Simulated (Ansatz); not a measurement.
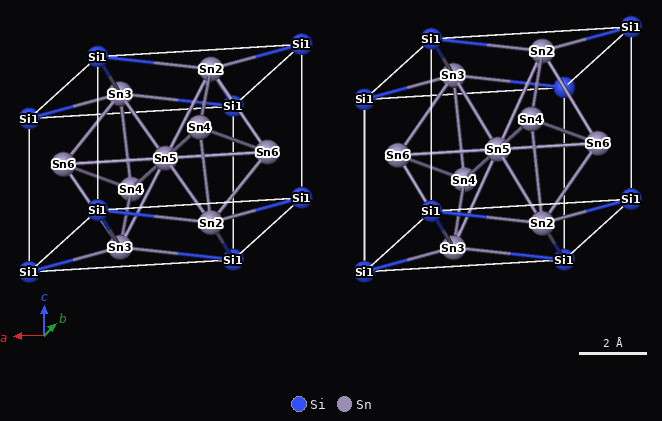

Two geometries of a crystal of SiSn5 (a generated structure, set up in P6/mmm) (coarse preliminary run), drawn at one scale. One is the start of a relaxation, the other its converged end. Style: ball-and-stick. Shown: the cell of the calculation, from a free direction.

Theory: Ansatz, DFT PBE, scalar-relativistic, plane waves, PAW. Set-up: plane-wave cutoff 420 eV; k-point mesh 3 × 3 × 4; occupations gaussian; smearing width 0.1 eV; no spin polarisation; cell and atoms relaxed; force threshold 0.04 eV/Å; at most 70 steps.

Q: Which geometry has the lower energy?

A: The right one is the relaxed one. The atoms keep their places relative to the cell (all moves are under 0.005 Å). Cell: a = b 6.245 → 6.117 Å (−2.1 %), c 4.865 → 5.460 Å (+12.2 %). Volume +7.7 %. Among the contacts that change: Sn2–Sn4 3.028 → 3.251 Å, Si1–Sn2 3.605 → 3.531 Å, Sn4–Sn5 3.122 → 3.058 Å. Among the angles between lasting bonds that change: Sn4–Sn3–Sn4 106.9° → 114.2°, Sn4–Sn3–Sn5 62.1° → 56.1°, Sn4–Sn3–Sn5 145.4° → 148.5°. The space group stays P6/mmm (No. 191). After 3 accepted moves (4 points after the start) the energy has fallen by 125 meV per atom. All forces vanish by symmetry, so only the cell relaxes. The pressure goes from 5.47 to 0.08 GPa. At 1 point the geometry stayed and the basis and grid were re-selected for the new cell (energy shift of 0.7 meV per atom at most each time). The run took 19 s on 1 thread of Arm Neoverse V2 (shared host), peak memory 0.42 GiB.
